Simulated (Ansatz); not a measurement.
# BSiP (triplet): the correlation ladder at a displaced geometry (v2), cc-pVDZ

Aim: climb from Hartree-Fock through coupled cluster for BSiP (triplet) at one geometry and basis, and see what each rung misses.

The runs use Ansatz 0.2.0, Gaussian basis; cc-pVDZ, core rule «outside noble gas», up to 11 orbitals frozen.

Plan: UHF; CCSD(T) on ROHF; CCSD(T) on UHF; BCCD(T) on ROHF; CISD as a restricted active space (open shells left free, so some higher excitations enter); CCSDT(Q) on ROHF; CCSDT(Q) on UHF.

29 further runs of the same task are left out: 5 for a known fault of the program, 9 that didn't finish, 15 set aside as unsound or not needed. Runs told in other sessions of the task aren't counted.

**1. The system**

The geometry is a PBE0/def2-TZVP stationary point (not a proven minimum) with its atoms shifted at random (size 0.100 Å).

3 atoms, charge 0, spin multiplicity 3.

Atoms are counted from 1 here; the program's logs count them from 0.

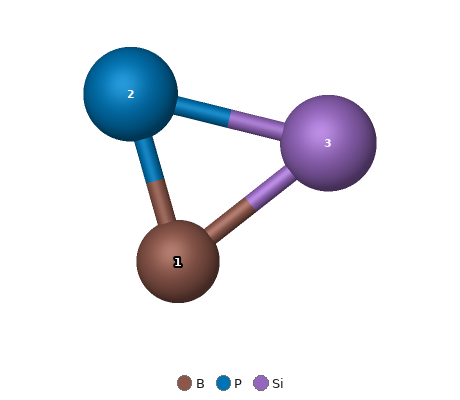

The geometry (boron brown, phosphorus blue, silicon purple); atoms are numbered from 1 in the order of the file.

In the tables R marks a restricted open-shell determinant and U an unrestricted one; energies count from the table's Hartree-Fock row.

**2. UHF**

Contents of in.yaml:

```yaml
crystal:
  periodic: [false, false, false]
  atoms:
    - {symbol: B, position_ang: [0.108564, -1.331002, 0.181936]}
    - {symbol: P, position_ang: [-0.056310, 0.308557, 0.984445]}
    - {symbol: Si, position_ang: [0.020311, 0.172056, -1.155716]}
basis:
  gaussian: {orbitals: cc-pVDZ}
magnetization: {spin_polarized: true, initial_magnetization: 2}
hamiltonian: {xc: hf}
output: {orbitals: {seedname: orbitals}}
```

Run with:

```bash
ansatz run in.yaml --threads 1 --pin off --events-out ev --progress --plain --max-ram 2393MiB
```

What it wrote:

```text
Functional definition: HF
  name "HF"
  cite "Fock, Z. Phys. 61, 126 (1930) doi:10.1007/BF01340294"
  parent pbe
  exchange = exact_x
  correlation = 0
510 factors; integrals over basis functions are off by at most 8.8e-4 eV
mean field evaluation 1: about -17801.0464 eV, gradient 7.8e0 eV
mean field evaluation 2: about -17801.4362 eV, gradient 8.0e0 eV
mean field evaluation 4: about -17802.5159 eV, gradient 2.6e0 eV
mean field evaluation 8: about -17802.8133 eV, gradient 4.9e-1 eV
mean field evaluation 16: about -17802.8418 eV, gradient 1.9e-5 eV
mean field evaluation 32: about -17801.9461 eV, gradient 3.3e0 eV
mean field evaluation 64: about -17797.8125 eV, gradient 7.9e0 eV
mean field evaluation 96: about -17800.5567 eV, gradient 6.2e0 eV
mean field evaluation 128: about -17802.7581 eV, gradient 1.7e0 eV
mean field -17802.84176008 eV, -654.2423674835 hartree, gradient 2.7e-5 eV, S^2 2.091973; 1 other end points of the search recorded, 0 dependent functions left out
reference -17802.84176008 eV, -654.2423674835 hartree; 18, 16 occupied and 32, 34 virtual orbitals, 510 factors
Total energy: -17802.84176008 eV, -654.2423674835 hartree
```

Wall time 1.2 s (1 thread of Arm Neoverse V1, shared host).

From the report: ⟨S²⟩ of the determinant 2.092 (pure triplet: 2.00).

**3. CCSD(T) on ROHF**

Edit in.yaml of step 2 so:

```diff
@@ -8,4 +8,3 @@
   gaussian: {orbitals: cc-pVDZ}
-magnetization: {spin_polarized: true, initial_magnetization: 2}
-hamiltonian: {xc: hf}
-output: {orbitals: {seedname: orbitals}}
+magnetization: {spin_polarized: false, initial_magnetization: 2}
+correlation: {method: ccsd_t, electrons: outside_noble_gas}
```

Launched as before.

What it wrote, cut to the lines that bear on the results:

```text
Functional definition: HF
  name "HF"
  cite "Fock, Z. Phys. 61, 126 (1930) doi:10.1007/BF01340294"
  parent pbe
[...]
510 factors; integrals over basis functions are off by at most 8.8e-4 eV
[...]
mean field -17802.62427258 eV, -654.2343749653 hartree, gradient 4.4e-6 eV, S^2 2.000000; 10 other end points of the search recorded, 0 dependent functions left out
[...]
determinant -17802.62427258 eV, -654.2343749653 hartree, with singles and doubles -17810.19331732 eV, -654.5125322289 hartree
determinant -17801.26343247 eV, -654.1843650135 hartree, with singles and doubles -17808.82730762 eV, -654.4623322981 hartree
determinant -17801.10853821 eV, -654.1786727545 hartree, with singles and doubles -17808.26247875 eV, -654.4415752201 hartree
determinant -17800.14497354 eV, -654.1432624060 hartree, with singles and doubles -17808.10042725 eV, -654.4356199374 hartree
determinant -17799.34092830 eV, -654.1137142886 hartree, with singles and doubles -17806.86609852 eV, -654.3902591934 hartree
11 core orbitals not correlated: weight in the atoms' cores, before any rotation towards them, 1.000 or more for the frozen orbitals, at most 0.000 for the correlated occupied ones
reference -17802.62427258 eV, -654.2343749653 hartree; 7, 5 occupied and 32, 34 virtual orbitals, 510 factors
second order -6.76730046 eV of doubles, -0.09859792 eV of singles
cycle   1  -7.56879731 eV  change    2.5e-4 eV  update   3.6e-3
[...]
cycle  10  -7.57144343 eV  change   -6.8e-6 eV  update   6.3e-6
perturbative correction -0.47629971 eV, -0.0175036916 hartree
Total energy: -17810.67201572 eV, -654.5301240707 hartree
```

It took 13 s on 1 thread of Arm Neoverse V1, shared host.

From the report: correlation -8.0477 eV; T1 0.038; largest double amplitude 0.08.

**4. CCSD(T) on UHF**

Edit in.yaml of step 3 so:

```diff
@@ -8,3 +8,3 @@
   gaussian: {orbitals: cc-pVDZ}
-magnetization: {spin_polarized: false, initial_magnetization: 2}
+magnetization: {spin_polarized: true, initial_magnetization: 2}
 correlation: {method: ccsd_t, electrons: outside_noble_gas}
```

The command is unchanged.

What it wrote, cut to the lines that bear on the results:

```text
Functional definition: HF
  name "HF"
  cite "Fock, Z. Phys. 61, 126 (1930) doi:10.1007/BF01340294"
  parent pbe
[...]
510 factors; integrals over basis functions are off by at most 8.8e-4 eV
[...]
mean field -17802.84176008 eV, -654.2423674836 hartree, gradient 4.1e-6 eV, S^2 2.091969; 11 other end points of the search recorded, 0 dependent functions left out
determinant -17802.84176008 eV, -654.2423674836 hartree, with singles and doubles -17810.20044883 eV, -654.5127943069 hartree
determinant -17801.53146482 eV, -654.1942150208 hartree, with singles and doubles -17808.83597176 eV, -654.4626506994 hartree
determinant -17801.22426025 eV, -654.1829254609 hartree, with singles and doubles -17808.26730234 eV, -654.4417524837 hartree
determinant -17800.68611992 eV, -654.1631491688 hartree, with singles and doubles -17808.04936749 eV, -654.4337435259 hartree
determinant -17800.46772899 eV, -654.1551234501 hartree, with singles and doubles -17807.74658689 eV, -654.4226165440 hartree
11 core orbitals not correlated: weight in the atoms' cores, before any rotation towards them, 1.000 or more for the frozen orbitals, at most 0.000 for the correlated occupied ones
reference -17802.84176008 eV, -654.2423674836 hartree; 7, 5 occupied and 32, 34 virtual orbitals, 510 factors
second order -6.54791551 eV of doubles, -0.00000000 eV of singles
cycle   1  -7.35850888 eV  change    1.8e-4 eV  update   3.0e-3
[...]
cycle  10  -7.36114602 eV  change   -7.8e-6 eV  update   8.1e-6
perturbative correction -0.46273356 eV, -0.0170051448 hartree
Total energy: -17810.66563967 eV, -654.5298897551 hartree
```

Run time: 6 s. Hardware: 1 thread of Arm Neoverse V1, shared host.

From the report: ⟨S²⟩ of the determinant 2.092 (pure triplet: 2.00); correlation -7.8239 eV; T1 0.038; largest double amplitude 0.07.

**5. BCCD(T) on ROHF**

Edit in.yaml of step 4 so:

```diff
@@ -8,3 +8,3 @@
   gaussian: {orbitals: cc-pVDZ}
-magnetization: {spin_polarized: true, initial_magnetization: 2}
-correlation: {method: ccsd_t, electrons: outside_noble_gas}
+magnetization: {spin_polarized: false, initial_magnetization: 2}
+correlation: {method: bccd_t, electrons: outside_noble_gas}
```

Same command.

What it wrote, cut to the lines that bear on the results:

```text
Functional definition: HF
  name "HF"
  cite "Fock, Z. Phys. 61, 126 (1930) doi:10.1007/BF01340294"
  parent pbe
[...]
510 factors; integrals over basis functions are off by at most 8.8e-4 eV
[...]
mean field -17802.62427258 eV, -654.2343749653 hartree, gradient 4.4e-6 eV, S^2 2.000000; 10 other end points of the search recorded, 0 dependent functions left out
[...]
determinant -17802.62427258 eV, -654.2343749653 hartree, with singles and doubles -17810.19331732 eV, -654.5125322289 hartree
determinant -17801.26343247 eV, -654.1843650135 hartree, with singles and doubles -17808.82730762 eV, -654.4623322981 hartree
determinant -17801.10853821 eV, -654.1786727545 hartree, with singles and doubles -17808.26247875 eV, -654.4415752201 hartree
determinant -17800.14497354 eV, -654.1432624060 hartree, with singles and doubles -17808.10042725 eV, -654.4356199374 hartree
determinant -17799.34092830 eV, -654.1137142886 hartree, with singles and doubles -17806.86609852 eV, -654.3902591934 hartree
11 core orbitals not correlated: weight in the atoms' cores, before any rotation towards them, 1.000 or more for the frozen orbitals, at most 0.000 for the correlated occupied ones
reference -17802.62427258 eV, -654.2343749653 hartree; 7, 5 occupied and 32, 34 virtual orbitals, 510 factors
second order -6.76730046 eV of doubles, -0.09859792 eV of singles
cycle   1  -7.54857457 eV  change    2.0e-2 eV  update   1.9e-2
[...]
cycle  13  -7.55064917 eV  change   -4.4e-6 eV  update   7.5e-6
perturbative correction -0.50377284 eV, -0.0185133104 hartree
Total energy: -17810.67869460 eV, -654.5303695148 hartree
```

Wall time 11 s (1 thread of Arm Neoverse V1, shared host).

From the report: correlation -8.0544 eV; largest double amplitude 0.08.

**6. CISD as a restricted active space (open shells left free, so some higher excitations enter)**

Edit in.yaml of step 5 so:

```diff
@@ -9,2 +9,2 @@
 magnetization: {spin_polarized: false, initial_magnetization: 2}
-correlation: {method: bccd_t, electrons: outside_noble_gas}
+correlation: {active_space: {ras: {orbitals: [5, 2, 32], electrons: 12, max_holes: 2, max_particles: 2}, fixed_orbitals: true}}
```

Same command.

What it wrote:

```text
Functional definition: HF
  name "HF"
  cite "Fock, Z. Phys. 61, 126 (1930) doi:10.1007/BF01340294"
  parent pbe
  exchange = exact_x
  correlation = 0
510 factors; integrals over basis functions are off by at most 8.8e-4 eV
mean field evaluation 1: about -17801.0881 eV, gradient 8.7e0 eV
mean field evaluation 2: about -17801.4704 eV, gradient 9.1e0 eV
mean field evaluation 4: about -17802.3986 eV, gradient 2.8e0 eV
mean field evaluation 8: about -17802.6132 eV, gradient 6.3e-1 eV
mean field evaluation 16: about -17802.6243 eV, gradient 1.4e-4 eV
mean field evaluation 32: about -17799.5775 eV, gradient 6.8e0 eV
mean field evaluation 64: about -17802.6238 eV, gradient 9.4e-2 eV
mean field evaluation 96: about -17799.5775 eV, gradient 6.8e0 eV
mean field -17802.62427258 eV, -654.2343749653 hartree, gradient 4.4e-6 eV, S^2 2.000000; 8 other end points of the search recorded, 0 dependent functions left out
reference -17802.62427258 eV, -654.2343749653 hartree; 18, 16 occupied and 32, 34 virtual orbitals, 510 factors
state -17809.36866178 eV, -654.4822266969 hartree
Total energy: -17809.36866178 eV, -654.4822266969 hartree
```

Run time: 4.4 s. Hardware: 1 thread of Arm Neoverse V1, shared host.

From the report: 116,355 determinants.

**7. CCSDT(Q) on ROHF**

Edit in.yaml of step 6 so:

```diff
@@ -9,2 +9,2 @@
 magnetization: {spin_polarized: false, initial_magnetization: 2}
-correlation: {active_space: {ras: {orbitals: [5, 2, 32], electrons: 12, max_holes: 2, max_particles: 2}, fixed_orbitals: true}}
+correlation: {method: ccsdt_q, electrons: outside_noble_gas}
```

The command is unchanged.

What it wrote, cut to the lines that bear on the results:

```text
Functional definition: HF
  name "HF"
  cite "Fock, Z. Phys. 61, 126 (1930) doi:10.1007/BF01340294"
  parent pbe
[...]
958 factors; integrals over basis functions are off by at most 1.7e-7 eV
[...]
mean field -17802.62432198 eV, -654.2343767805 hartree, gradient 4.4e-6 eV, S^2 2.000000; 10 other end points of the search recorded, 0 dependent functions left out
[...]
determinant -17802.62432198 eV, -654.2343767805 hartree, with singles and doubles -17810.19337029 eV, -654.5125341754 hartree
determinant -17801.26347633 eV, -654.1843666254 hartree, with singles and doubles -17808.82735752 eV, -654.4623341322 hartree
determinant -17801.10858373 eV, -654.1786744273 hartree, with singles and doubles -17808.26253632 eV, -654.4415773359 hartree
determinant -17800.14503617 eV, -654.1432647074 hartree, with singles and doubles -17808.10049000 eV, -654.4356222433 hartree
determinant -17799.34098360 eV, -654.1137163205 hartree, with singles and doubles -17806.86616516 eV, -654.3902616424 hartree
11 core orbitals not correlated: weight in the atoms' cores, before any rotation towards them, 1.000 or more for the frozen orbitals, at most 0.000 for the correlated occupied ones
reference -17802.62432198 eV, -654.2343767805 hartree; 7, 5 occupied and 32, 34 virtual orbitals, 958 factors
second order -6.76732506 eV of doubles, -0.09859799 eV of singles
cycle   1  -7.15492699 eV  change   -2.9e-1 eV  update   1.3e-1
[...]
cycle  25  -8.08468474 eV  change   -1.4e-7 eV  update   5.3e-7
perturbative correction -0.04472071 eV, -0.0016434558 hartree
Total energy: -17810.75372742 eV, -654.5331269204 hartree
```

Run time: 56 s. Hardware: 1 thread of Arm Neoverse V1, shared host; peak memory 0.58 GiB.

From the report: correlation -8.1294 eV; T1 0.041; largest double amplitude 0.09.

**8. CCSDT(Q) on UHF**

Edit in.yaml of step 7 so:

```diff
@@ -8,3 +8,3 @@
   gaussian: {orbitals: cc-pVDZ}
-magnetization: {spin_polarized: false, initial_magnetization: 2}
+magnetization: {spin_polarized: true, initial_magnetization: 2}
 correlation: {method: ccsdt_q, electrons: outside_noble_gas}
```

Launched as before.

What it wrote, cut to the lines that bear on the results:

```text
Functional definition: HF
  name "HF"
  cite "Fock, Z. Phys. 61, 126 (1930) doi:10.1007/BF01340294"
  parent pbe
[...]
958 factors; integrals over basis functions are off by at most 1.7e-7 eV
[...]
mean field -17802.84180956 eV, -654.2423693017 hartree, gradient 4.1e-6 eV, S^2 2.091969; 11 other end points of the search recorded, 0 dependent functions left out
determinant -17802.84180956 eV, -654.2423693017 hartree, with singles and doubles -17810.20050150 eV, -654.5127962428 hartree
determinant -17801.53150912 eV, -654.1942166486 hartree, with singles and doubles -17808.83602211 eV, -654.4626525500 hartree
determinant -17801.22430645 eV, -654.1829271587 hartree, with singles and doubles -17808.26736038 eV, -654.4417546168 hartree
determinant -17800.68618685 eV, -654.1631516283 hartree, with singles and doubles -17808.04943255 eV, -654.4337459169 hartree
determinant -17800.46779092 eV, -654.1551257257 hartree, with singles and doubles -17807.74665119 eV, -654.4226189072 hartree
11 core orbitals not correlated: weight in the atoms' cores, before any rotation towards them, 1.000 or more for the frozen orbitals, at most 0.000 for the correlated occupied ones
reference -17802.84180956 eV, -654.2423693017 hartree; 7, 5 occupied and 32, 34 virtual orbitals, 958 factors
second order -6.54793756 eV of doubles, -0.00000000 eV of singles
cycle   1  -6.91423250 eV  change   -3.7e-1 eV  update   1.3e-1
[...]
cycle  23  -7.86897854 eV  change    1.5e-8 eV  update   1.1e-6
perturbative correction -0.04796987 eV, -0.0017628603 hartree
Total energy: -17810.75875797 eV, -654.5333117896 hartree
```

Run time: 41 s. Hardware: 1 thread of Arm Neoverse V1, shared host; peak memory 0.46 GiB.

From the report: ⟨S²⟩ of the determinant 2.092 (pure triplet: 2.00); correlation -7.9169 eV; T1 0.043; largest double amplitude 0.09.

**9. All levels against the top one**

The yardstick is UCCSDT(Q), where the cluster series has nearly closed. Rows without a time are mean-field rows or come out of runs for another level: lower rungs of the coupled-cluster runs, or the Hartree-Fock search.

Differences are taken before rounding.

| method | energy from the lowest ROHF (kJ/mol) | from UCCSDT(Q) (kJ/mol) | time |
| --- | --- | --- | --- |
| ROHF | 0.0 | +784.9 |  |
| UHF | -21.0 | +763.9 |  |
| RMP2 | -662.5 | +122.4 |  |
| UMP2 | -652.8 | +132.1 |  |
| CISD | -650.7 | +134.1 | 4.4 s |
| RCCSD | -730.5 | +54.3 |  |
| UCCSD | -731.2 | +53.6 |  |
| RCCSD(T) | -776.5 | +8.4 | 13 s |
| UCCSD(T) | -775.9 | +9.0 | 6 s |
| BCCD(T) | -777.1 | +7.7 | 11 s |
| RCCSDT | -780.1 | +4.8 |  |
| UCCSDT | -780.2 | +4.6 |  |
| RCCSDT(Q) | -784.4 | +0.5 | 56 s |
| UCCSDT(Q) | -784.9 | 0 | 41 s |

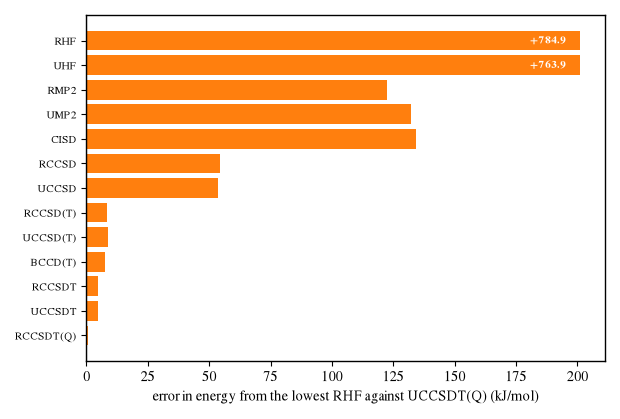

Deviations from UCCSDT(Q), method by method. Bars with a number in them are cut short.

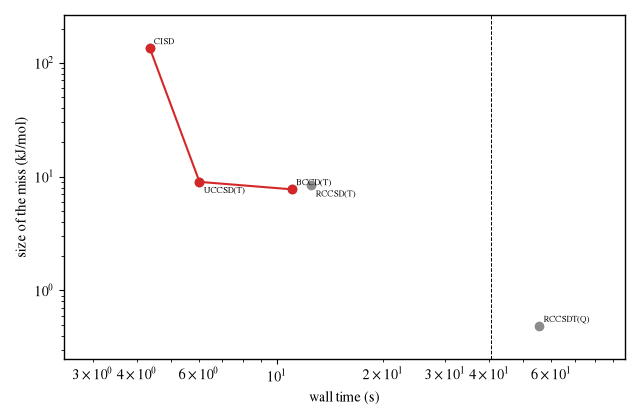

Miss against cost. Red marks the levels that no quicker level drawn beats (of those quicker than the yardstick), and the dashed line is the time of UCCSDT(Q). Times are from a shared host.

**10. Results**

```
                         quantity          value
    UCCSDT(Q) from the ROHF energy     -8.1345 eV
              RMP2 from UCCSDT(Q)  +122.4 kJ/mol
              UMP2 from UCCSDT(Q)  +132.1 kJ/mol
             RCCSD from UCCSDT(Q)   +54.3 kJ/mol
          RCCSD(T) from UCCSDT(Q)    +8.4 kJ/mol
          UCCSD(T) from UCCSDT(Q)    +9.0 kJ/mol
         RCCSDT(Q) from UCCSDT(Q)    +0.5 kJ/mol
levels within 1 kcal/mol (43 meV)      RCCSDT(Q)
                    T1 diagnostic          0.038
```

In words: RCCSD(T) lands +8.4 kJ/mol from the yardstick (1.1 % of the correlation energy). These misses are within one basis, not against nature; the frozen cores of restricted and unrestricted runs differ, which can shift their rows.

With open shells the CI space here admits some higher excitations, so it is larger than plain CISD.

BCCD(T) reaches 7.7 kJ/mol from the reference in 11 s, where UCCSDT(Q) took 41 s; the quickest level in the cost chart, CISD, takes 4.4 s and misses by 134.1 kJ/mol.
